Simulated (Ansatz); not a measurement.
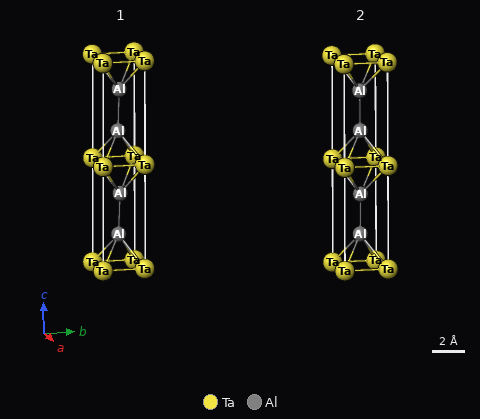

Two geometries of a crystal of TaAl2 (a generated structure, set up in P1) (coarse preliminary run), drawn at one scale. One is the start of a relaxation, the other its converged end. Style: ball-and-stick. Shown: the cell of the calculation, slightly off an axis.

These are results of DFT PBE, scalar-relativistic, plane waves, PAW (Ansatz 0.2.0), not measurements. Set-up: plane-wave cutoff 420 eV; k-point mesh 8 × 8 × 2; occupations gaussian; smearing width 0.2 eV; no spin polarisation; cell and atoms relaxed; force threshold 0.025 eV/Å; at most 60 steps.

Which one is relaxed?

Structure 2 is the relaxed one. The largest move relative to the cell is that of an Al atom, 0.095 Å in a general direction near [−2 3 1]. By element the largest moves are Al 0.095 Å, Ta 0.043 Å. Cell: a 2.842 → 2.826 Å (−0.6 %), b 2.746 → 2.825 Å (+2.9 %), c 13.596 → 13.541 Å (−0.4 %), α 89.6° → 90.0°, β 90.3° → 90.0°, γ 89.3° → 84.8°. Volume +1.5 %. Near-neighbour distances that change, for instance: Al–Ta 2.826 → 2.944 Å, Al–Ta 2.854 → 2.945 Å, Al–Al 2.703 → 2.622 Å, Ta–Ta 2.746 → 2.825 Å. The space group (tolerance 0.01 Å) goes from P1 (No. 1) to Cmcm (No. 63). The energy falls by 0.146 eV per cell of the calculation in 5 accepted moves (7 points after the start). Largest force component: 0.75 eV/Å at the start, 0.0025 eV/Å at the end. The pressure goes from 2.86 to 0.00 GPa. The line search rejected the trial step at point 4 of the run. The SCF was repeated once at an unchanged geometry on a basis and grid sized afresh for the cell, which shifted the energy by 2.0 meV per cell of the calculation at most.
